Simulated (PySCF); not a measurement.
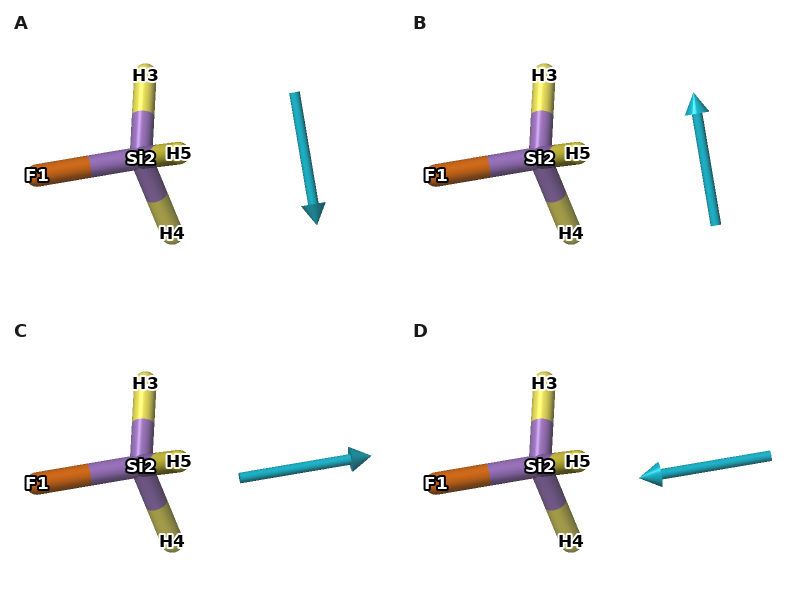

The same molecule four times, each with an arrow. Computed geometry: GFN2-xTB optimisation. No frequency run is at hand to confirm it as a minimum. Properties computed with CAM-B3LYP/def2-SVPD, gas phase (PySCF 2.14.0).

### Which arrow points along the dipole moment, from the negative to the positive end?

C. The dipole moment is 1.72 D; it points from the side of F1 to the side of H3, H4, H5 (the outermost atoms at the two ends).

The geometry is semi-empirical. Around Si such bond lengths and angles can be off by a tenth of an ångström or more and by several degrees, and values that hang on the shape move with them.
